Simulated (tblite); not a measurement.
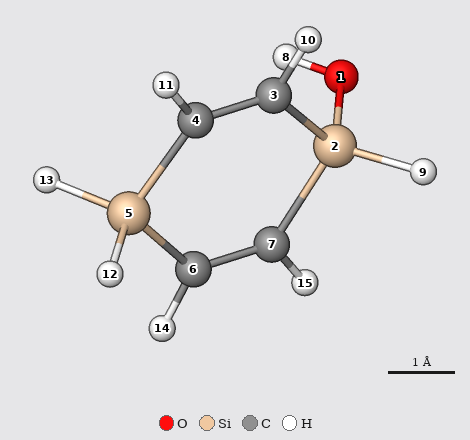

Figure 1. The structure as given in the input (ball-and-stick view, seen at a tilt; atoms are numbered from 1 in the order of the input).

## Run report: C4H8OSi2, geometry relaxation (part 1 of 4)

- system: C4H8OSi2
- method: GFN2-xTB geometry optimisation, gas phase (tblite 0.8.0)

### The input
```
{"job": {"kind": "relax", "xc": "GFN2-xTB", "basis": "xTB"}, "charge": 0, "multiplicity": 1}
O     -2.478100     1.199100    -0.505200
Si    -1.201000     1.001700     0.507500
C     -0.996700    -0.810800     0.943400
C      0.020700    -1.601400     0.588900
Si     1.529200    -1.118600    -0.368000
C      1.398900     0.714000    -0.685800
C      0.376000     1.517500    -0.343100
H     -2.422800     0.713500    -1.332600
H     -1.391300     1.790000     1.746700
H     -1.839500    -1.198100     1.524800
H      0.022900    -2.652200     0.898900
H      2.751500    -1.420700     0.402900
H      1.541700    -1.838100    -1.658700
H      2.278100     1.127400    -1.184500
H      0.406100     2.584700    -0.557100
```

The first line tells a small driver script what to run in tblite; the rest is the geometry in Å.

Launch command:
```bash
OMP_NUM_THREADS=1 python <driver script> task.json out
```

### Output
```
step      E/eV     max force
  0    -547.52204    1.034
  1    -547.55117    0.603
  2    -547.56875    0.398
  3    -547.59693    0.431
  4    -547.63061    0.364
  5    -547.64143    0.231
  6    -547.64581    0.156
  7    -547.64787    0.127
  8    -547.64953    0.100
  9    -547.65115    0.088
 10    -547.65280    0.090
 11    -547.65415    0.103
 12    -547.65530    0.100
 13    -547.65623    0.078
 14    -547.65698    0.075
 15    -547.65747    0.055
 16    -547.65773    0.039
 17    -547.65791    0.034
 18    -547.65815    0.040
 19    -547.65849    0.061
 20    -547.65884    0.054
 21    -547.65907    0.033
 22    -547.65922    0.030
 23    -547.65939    0.040
 24    -547.65962    0.050
 25    -547.65984    0.038
 26    -547.66001    0.038
 27    -547.66014    0.037
 28    -547.66030    0.042
 29    -547.66047    0.043
 30    -547.66058    0.024
 31    -547.66063    0.017
 32    -547.66067    0.018
 33    -547.66073    0.030
 34    -547.66083    0.040
 35    -547.66096    0.040
 36    -547.66108    0.033
 37    -547.66120    0.031
 38    -547.66131    0.040
 39    -547.66142    0.033
 40    -547.66149    0.017
 41    -547.66152    0.013
 42    -547.66155    0.016
 43    -547.66159    0.022
 44    -547.66166    0.028
 45    -547.66176    0.027
 46    -547.66187    0.031
 47    -547.66199    0.031
 48    -547.66213    0.041
 49    -547.66227    0.033
 50    -547.66238    0.029
 51    -547.66246    0.028
 52    -547.66254    0.034
 53    -547.66266    0.047
 54    -547.66284    0.047
 55    -547.66305    0.038
 56    -547.66327    0.045
 57    -547.66353    0.050
 58    -547.66394    0.078
 59    -547.66463    0.104
 60    -547.66550    0.105
 61    -547.66650    0.097
 62    -547.66756    0.098
 63    -547.66829    0.138
 64    -547.66953    0.128
 65    -547.67148    0.145
 66    -547.67343    0.077
 67    -547.67515    0.096
 68    -547.67675    0.099
 69    -547.67823    0.109
 70    -547.68052    0.122
 71    -547.68161    0.170
 72    -547.68286    0.085
 73    -547.68329    0.050
 74    -547.68365    0.049
 75    -547.68396    0.083
 76    -547.68429    0.045
 77    -547.68456    0.042
 78    -547.68479    0.048
 79    -547.68500    0.049
 80    -547.68520    0.045
 81    -547.68536    0.025
 82    -547.68544    0.025
 83    -547.68549    0.025
 84    -547.68554    0.014
 85    -547.68556    0.010
 86    -547.68558    0.009
```

### Trajectory as extended XYZ (Å, eV, eV/Å), 54 of the 87 frames kept, from step=0 to step=86
```
15
Properties=species:S:1:pos:R:3:forces:R:3 step=0 energy=-547.52204
O    -2.4781    1.1991   -0.5052    0.1290  -0.0970  -0.0260
Si   -1.2010    1.0017    0.5075    0.0880  -0.1090   0.3260
C    -0.9967   -0.8108    0.9434   -0.0880  -0.3450   0.0500
C     0.0207   -1.6014    0.5889   -0.7110  -0.4170   0.6240
Si    1.5292   -1.1186   -0.3680    0.2450   0.0600  -0.2310
C     1.3989    0.7140   -0.6858   -0.2670   0.8780   0.0280
C     0.3760    1.5175   -0.3431    0.8030  -0.1770  -0.3690
H    -2.4228    0.7135   -1.3326   -0.1750   0.2020   0.1810
H    -1.3913    1.7900    1.7467   -0.2150  -0.0730  -0.3840
H    -1.8395   -1.1981    1.5248    0.3100  -0.2310  -0.1020
H     0.0229   -2.6522    0.8989   -0.2010   0.2070   0.0250
H     2.7515   -1.4207    0.4029   -0.0670   0.0000  -0.0750
H     1.5417   -1.8381   -1.6587    0.0610  -0.0010   0.0580
H     2.2781    1.1274   -1.1845   -0.2170   0.1830   0.0530
H     0.4061    2.5847   -0.5571    0.3060  -0.0810  -0.1580
15
Properties=species:S:1:pos:R:3:forces:R:3 step=2 energy=-547.56875
O    -2.4730    1.1973   -0.5027    0.1610   0.0200   0.2190
Si   -1.1956    0.9975    0.5151    0.2120  -0.1290  -0.0690
C    -1.0028   -0.8182    0.9460   -0.0280  -0.0670   0.0010
C     0.0067   -1.6134    0.6037    0.1360   0.1050  -0.0400
Si    1.5323   -1.1149   -0.3730   -0.2440   0.1100   0.0890
C     1.4017    0.7301   -0.6880    0.0650  -0.0480   0.0240
C     0.3878    1.5207   -0.3497   -0.0380   0.0480   0.0290
H    -2.4286    0.7190   -1.3289   -0.1360   0.0820   0.0030
H    -1.3990    1.7882    1.7345   -0.2200   0.0270  -0.2040
H    -1.8313   -1.2069    1.5227   -0.0600  -0.3020   0.1120
H     0.0154   -2.6493    0.9014   -0.2180  -0.2770   0.1850
H     2.7495   -1.4207    0.4004   -0.0390   0.0030  -0.0610
H     1.5438   -1.8383   -1.6572    0.0520  -0.0120   0.0100
H     2.2720    1.1347   -1.1836    0.0990   0.3160  -0.1240
H     0.4167    2.5822   -0.5626    0.2580   0.1230  -0.1760
15
Properties=species:S:1:pos:R:3:forces:R:3 step=3 energy=-547.59693
O    -2.4645    1.1969   -0.4938    0.1150  -0.0200   0.0930
Si   -1.1850    0.9905    0.5181    0.1380  -0.0820  -0.1990
C    -1.0095   -0.8246    0.9484    0.1680  -0.0760  -0.0410
C     0.0023   -1.6195    0.6124    0.2530   0.1730  -0.1750
Si    1.5267   -1.1085   -0.3737   -0.2370  -0.0020   0.1610
C     1.4096    0.7372   -0.6902   -0.2120  -0.0420   0.1300
C     0.3912    1.5276   -0.3523    0.1250  -0.1840   0.0240
H    -2.4368    0.7250   -1.3266   -0.1170   0.1220   0.0990
H    -1.4110    1.7877    1.7197   -0.2040   0.0870  -0.0690
H    -1.8270   -1.2221    1.5245   -0.2340  -0.2840   0.1910
H     0.0035   -2.6556    0.9087   -0.1660  -0.2710   0.1660
H     2.7471   -1.4206    0.3969   -0.0670   0.0180  -0.0670
H     1.5469   -1.8388   -1.6559    0.0280   0.0130   0.0280
H     2.2701    1.1492   -1.1864    0.2340   0.3110  -0.1860
H     0.4320    2.5835   -0.5718    0.1750   0.2360  -0.1560
15
Properties=species:S:1:pos:R:3:forces:R:3 step=5 energy=-547.64143
O    -2.4420    1.1948   -0.4722   -0.0810   0.0290  -0.0420
Si   -1.1570    0.9727    0.5166   -0.0420   0.0300  -0.1130
C    -1.0175   -0.8446    0.9546    0.1510  -0.0900   0.0810
C     0.0011   -1.6337    0.6267    0.1370  -0.0670  -0.1410
Si    1.5087   -1.0968   -0.3698    0.0350  -0.1370   0.0740
C     1.4243    0.7517   -0.6929   -0.0920  -0.0140   0.0140
C     0.4048    1.5404   -0.3572    0.2110  -0.0930  -0.0070
H    -2.4609    0.7454   -1.3154   -0.0700   0.0710   0.0560
H    -1.4478    1.7913    1.6839   -0.1130   0.0960   0.0550
H    -1.8267   -1.2675    1.5356   -0.1520  -0.0370   0.0550
H    -0.0294   -2.6760    0.9305    0.0390  -0.0280   0.0100
H     2.7371   -1.4189    0.3855   -0.0710   0.0370  -0.0270
H     1.5545   -1.8381   -1.6502   -0.0380   0.0690   0.0670
H     2.2734    1.1931   -1.1991    0.1230   0.0210  -0.0650
H     0.4730    2.5944   -0.5983   -0.0360   0.1150  -0.0170
15
Properties=species:S:1:pos:R:3:forces:R:3 step=6 energy=-547.64581
O    -2.4411    1.1953   -0.4703   -0.0930   0.0600   0.0000
Si   -1.1545    0.9712    0.5139   -0.0300   0.0210  -0.0100
C    -1.0157   -0.8489    0.9575    0.1180  -0.0760   0.0670
C     0.0043   -1.6374    0.6252   -0.0500  -0.0580  -0.0230
Si    1.5074   -1.0984   -0.3678    0.0750  -0.0510   0.0010
C     1.4259    0.7521   -0.6936    0.0770  -0.0390  -0.0550
C     0.4096    1.5413   -0.3576    0.0780   0.0300   0.0110
H    -2.4654    0.7492   -1.3131   -0.0710   0.0330  -0.0160
H    -1.4547    1.7938    1.6808   -0.0850   0.0520   0.0040
H    -1.8298   -1.2737    1.5379   -0.0370   0.0150  -0.0130
H    -0.0324   -2.6788    0.9333    0.0760  -0.0230  -0.0170
H     2.7343   -1.4179    0.3835   -0.0190   0.0220   0.0100
H     1.5545   -1.8364   -1.6480   -0.0410   0.0520   0.0400
H     2.2761    1.1986   -1.2018    0.0460  -0.0610  -0.0120
H     0.4771    2.5978   -0.6018   -0.0450   0.0230   0.0140
15
Properties=species:S:1:pos:R:3:forces:R:3 step=8 energy=-547.64953
O    -2.4459    1.1988   -0.4695   -0.0230   0.0270   0.0190
Si   -1.1551    0.9716    0.5116    0.0070  -0.0060   0.0470
C    -1.0100   -0.8529    0.9629   -0.0070   0.0280   0.0160
C     0.0059   -1.6428    0.6218   -0.0790  -0.0160   0.0480
Si    1.5100   -1.1018   -0.3662    0.0080   0.0590  -0.0190
C     1.4294    0.7501   -0.6963    0.0920  -0.0040  -0.0400
C     0.4162    1.5420   -0.3569   -0.0450   0.0390   0.0190
H    -2.4715    0.7530   -1.3128   -0.0730   0.0390  -0.0080
H    -1.4626    1.7980    1.6799   -0.0570  -0.0010  -0.0650
H    -1.8334   -1.2752    1.5383    0.0700   0.0340  -0.0470
H    -0.0291   -2.6821    0.9335    0.0700  -0.0600  -0.0250
H     2.7325   -1.4163    0.3836    0.0570  -0.0040   0.0550
H     1.5521   -1.8329   -1.6452   -0.0280   0.0050  -0.0260
H     2.2810    1.1974   -1.2042    0.0190  -0.0860   0.0010
H     0.4761    2.6010   -0.6024   -0.0100  -0.0530   0.0260
15
Properties=species:S:1:pos:R:3:forces:R:3 step=10 energy=-547.65280
O    -2.4509    1.2036   -0.4670    0.0640  -0.0230   0.0300
Si   -1.1551    0.9712    0.5118    0.0110  -0.0030  -0.0150
C    -1.0057   -0.8541    0.9688    0.0060   0.0260  -0.0750
C     0.0043   -1.6492    0.6213    0.0280   0.0650   0.0300
Si    1.5121   -1.1013   -0.3651   -0.0390   0.0330   0.0330
C     1.4354    0.7498   -0.6999   -0.0460   0.0220   0.0470
C     0.4219    1.5424   -0.3557   -0.0520  -0.0500   0.0030
H    -2.4831    0.7601   -1.3122   -0.0630   0.0550   0.0330
H    -1.4749    1.8021    1.6740   -0.0370  -0.0120  -0.0650
H    -1.8325   -1.2752    1.5360    0.0280   0.0130   0.0120
H    -0.0216   -2.6898    0.9321    0.0210  -0.0250  -0.0290
H     2.7346   -1.4149    0.3874    0.0390  -0.0040   0.0380
H     1.5479   -1.8292   -1.6444   -0.0130  -0.0140  -0.0430
H     2.2882    1.1913   -1.2073    0.0350  -0.0410  -0.0200
H     0.4752    2.6011   -0.6017    0.0150  -0.0430   0.0210
15
Properties=species:S:1:pos:R:3:forces:R:3 step=11 energy=-547.65415
O    -2.4515    1.2053   -0.4647    0.0660  -0.0220   0.0340
Si   -1.1544    0.9707    0.5118    0.0110  -0.0040  -0.0370
C    -1.0042   -0.8541    0.9700    0.0170  -0.0040  -0.0870
C     0.0040   -1.6515    0.6222    0.0750   0.0690   0.0130
Si    1.5122   -1.0999   -0.3639   -0.0160  -0.0110   0.0380
C     1.4378    0.7505   -0.7007   -0.0720   0.0080   0.0650
C     0.4233    1.5419   -0.3552   -0.0250  -0.0660  -0.0110
H    -2.4906    0.7651   -1.3111   -0.0540   0.0470   0.0280
H    -1.4822    1.8037    1.6689   -0.0270  -0.0060  -0.0440
H    -1.8311   -1.2753    1.5352    0.0000   0.0080   0.0340
H    -0.0179   -2.6941    0.9309   -0.0010   0.0220  -0.0310
H     2.7365   -1.4144    0.3900    0.0050   0.0040   0.0140
H     1.5457   -1.8278   -1.6450   -0.0080  -0.0040  -0.0210
H     2.2922    1.1878   -1.2093    0.0170  -0.0210  -0.0130
H     0.4757    2.6001   -0.6011    0.0140  -0.0200   0.0160
15
Properties=species:S:1:pos:R:3:forces:R:3 step=13 energy=-547.65623
O    -2.4498    1.2072   -0.4597   -0.0060   0.0070   0.0090
Si   -1.1524    0.9693    0.5106    0.0130  -0.0200  -0.0160
C    -1.0018   -0.8547    0.9679    0.0060  -0.0390  -0.0370
C     0.0075   -1.6523    0.6247    0.0640   0.0260  -0.0010
Si    1.5127   -1.0988   -0.3609    0.0530  -0.0490  -0.0060
C     1.4399    0.7508   -0.6993   -0.0080  -0.0460   0.0300
C     0.4238    1.5393   -0.3550    0.0200  -0.0160  -0.0210
H    -2.5049    0.7749   -1.3083   -0.0370   0.0230   0.0020
H    -1.4946    1.8058    1.6589   -0.0090   0.0030  -0.0060
H    -1.8282   -1.2748    1.5352   -0.0030   0.0080   0.0200
H    -0.0125   -2.6981    0.9273   -0.0190   0.0740  -0.0170
H     2.7392   -1.4132    0.3945   -0.0290   0.0090  -0.0150
H     1.5419   -1.8255   -1.6464    0.0000   0.0160   0.0270
H     2.2978    1.1810   -1.2122   -0.0480  -0.0040   0.0270
H     0.4771    2.5971   -0.5994    0.0030   0.0080   0.0050
15
Properties=species:S:1:pos:R:3:forces:R:3 step=15 energy=-547.65747
O    -2.4493    1.2087   -0.4565   -0.0440   0.0250   0.0000
Si   -1.1509    0.9674    0.5090   -0.0060  -0.0110   0.0060
C    -1.0003   -0.8566    0.9638   -0.0110   0.0000   0.0160
C     0.0134   -1.6502    0.6260   -0.0060  -0.0060  -0.0060
Si    1.5162   -1.1009   -0.3596    0.0420  -0.0150  -0.0280
C     1.4403    0.7477   -0.6964    0.0300  -0.0360  -0.0110
C     0.4242    1.5366   -0.3559    0.0140   0.0160   0.0000
H    -2.5153    0.7820   -1.3065   -0.0260   0.0070  -0.0150
H    -1.5014    1.8069    1.6529    0.0080  -0.0040   0.0020
H    -1.8263   -1.2732    1.5361    0.0210  -0.0050  -0.0150
H    -0.0099   -2.6959    0.9239   -0.0060   0.0290   0.0130
H     2.7398   -1.4122    0.3967    0.0090  -0.0050  -0.0020
H     1.5397   -1.8236   -1.6461    0.0100   0.0000   0.0130
H     2.2978    1.1760   -1.2118   -0.0430   0.0070   0.0340
H     0.4776    2.5952   -0.5975    0.0080  -0.0020  -0.0080
15
Properties=species:S:1:pos:R:3:forces:R:3 step=16 energy=-547.65773
O    -2.4502    1.2095   -0.4560   -0.0350   0.0180  -0.0030
Si   -1.1508    0.9668    0.5086   -0.0150   0.0020  -0.0020
C    -1.0000   -0.8570    0.9631   -0.0040   0.0170   0.0150
C     0.0147   -1.6495    0.6260   -0.0160  -0.0020  -0.0090
Si    1.5179   -1.1019   -0.3600    0.0160  -0.0030  -0.0140
C     1.4406    0.7462   -0.6958    0.0120  -0.0140  -0.0090
C     0.4247    1.5360   -0.3562    0.0000   0.0060   0.0100
H    -2.5179    0.7835   -1.3065   -0.0230   0.0110  -0.0050
H    -1.5024    1.8070    1.6520    0.0120  -0.0080   0.0000
H    -1.8256   -1.2729    1.5361    0.0190  -0.0130  -0.0160
H    -0.0096   -2.6946    0.9234   -0.0010   0.0060   0.0210
H     2.7400   -1.4121    0.3971    0.0250  -0.0110   0.0060
H     1.5396   -1.8232   -1.6458    0.0140  -0.0120  -0.0050
H     2.2968    1.1752   -1.2109   -0.0170   0.0140   0.0210
H     0.4778    2.5949   -0.5972    0.0130  -0.0100  -0.0100
15
Properties=species:S:1:pos:R:3:forces:R:3 step=18 energy=-547.65815
O    -2.4535    1.2117   -0.4554   -0.0050   0.0020  -0.0010
Si   -1.1518    0.9664    0.5075   -0.0250   0.0220  -0.0230
C    -0.9994   -0.8566    0.9629    0.0150   0.0200  -0.0090
C     0.0157   -1.6486    0.6252   -0.0060   0.0090  -0.0110
Si    1.5210   -1.1036   -0.3608   -0.0200   0.0010   0.0210
C     1.4410    0.7437   -0.6953   -0.0310   0.0240   0.0090
C     0.4257    1.5351   -0.3559   -0.0190  -0.0220   0.0110
H    -2.5232    0.7865   -1.3065   -0.0200   0.0170   0.0100
H    -1.5032    1.8068    1.6507    0.0120  -0.0060   0.0040
H    -1.8238   -1.2736    1.5354    0.0010  -0.0190  -0.0020
H    -0.0092   -2.6926    0.9244    0.0030  -0.0140   0.0220
H     2.7420   -1.4127    0.3979    0.0280  -0.0140   0.0050
H     1.5403   -1.8236   -1.6457    0.0180  -0.0250  -0.0240
H     2.2950    1.1752   -1.2086    0.0310   0.0210  -0.0050
H     0.4791    2.5939   -0.5977    0.0170  -0.0160  -0.0080
```
